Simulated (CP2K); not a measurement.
Consider 2-nitrosofuran at its PBE geometry (Å).

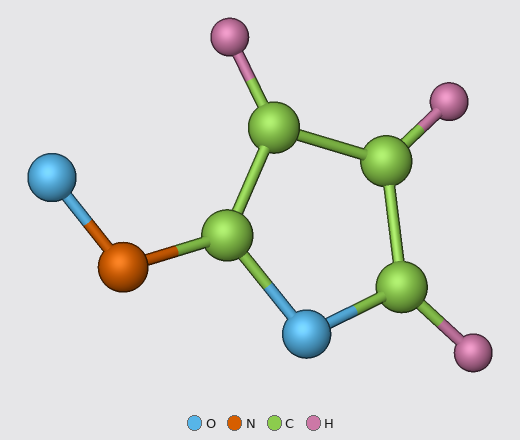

The molecule (oxygen blue, nitrogen orange, carbon green, hydrogen pink).

```xyz
10

O     2.9857   -0.0510    0.0949
N     2.1053   -0.8309   -0.3339
C     0.8108   -0.3635   -0.1531
C     0.2237    0.7679    0.3967
C    -1.1711    0.6006    0.2578
C    -1.3554   -0.6175   -0.3666
O    -0.1704   -1.2204   -0.6249
H     0.7679    1.5954    0.8374
H    -1.9561    1.2809    0.5700
H    -2.2403   -1.1615   -0.6782
```

Method: CP2K XAS_TDP, all-electron GAPW, PBEh(45%), aug-cc-pVDZ, TDA, GW2X-corrected core level, no relativity.

**Question.** Predict the bright core excitations at the C K edge.

Leading lines: C3 290.00 eV, C4 286.38 eV, C5 288.14 eV and C6 287.72 eV. The leading line of an atom is its first one with 35 % of the strongest within 2.5 eV of its lowest line over the strength cut. Core ionisation energies at this level: C4 293.02, C5 292.90, C3 294.08 and C6 294.32 eV.

The first six lines of each atom with a strength over 0.0015:

```
                     atom  energy (eV)  states  strength, one atom  above the computed threshold
C3 (bonded to C, N and O)       287.83       1              0.0092                              
                                290.00       1              0.0473                              
                                292.38       1              0.0154                              
                                292.53       1              0.0061                              
                                292.92       1              0.0334                              
                                293.25       1              0.0016                              
 C4 (bonded to 2 C and H)       286.38       1              0.0412                              
                                290.40       1              0.0031                              
                                291.00       1              0.0086                              
                                291.27       1              0.0153                              
                                291.87       1              0.0042                              
                                292.09       1              0.0024                              
 C5 (bonded to 2 C and H)       288.14       1              0.0524                              
                                290.62       1              0.0113                              
                                291.81       1              0.0032                              
                                292.19       1              0.0041                              
                                292.33       1              0.0031                              
                                293.28       1              0.0040                           yes
C6 (bonded to C, O and H)       287.72       1              0.0497                              
                                290.94       1              0.0092                              
                                291.98       1              0.0171                              
                                292.74       1              0.0147                              
                                293.10       1              0.0038                              
                                293.63       1              0.0041
```

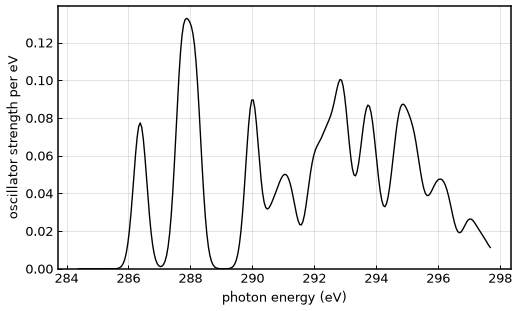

All atoms added, broadened by 0.5 eV.

Lines are vertical, at one geometry, with no vibrational structure. GW2X ionisation energies and lines can be off by 1 to 2 eV either way, and a good line position may hide errors that cancel. These values hold no scalar relativity, about 0.1 eV for C 1s. Rydberg lines, and the discretised continuum above threshold, depend on the basis and the box.

[Banner, clock and machine lines of the logs are left out without a mark of their own.]

[Logs are printed without paths, hosts, clocks, repeated set-up lines and the standing remarks that a program may print on its own settings, such as how far it seeks lower states.]

[Hosts, paths, dates, database ids (printed as entryN), source tags and the programs' standing remarks are cut or masked in the printed files.]
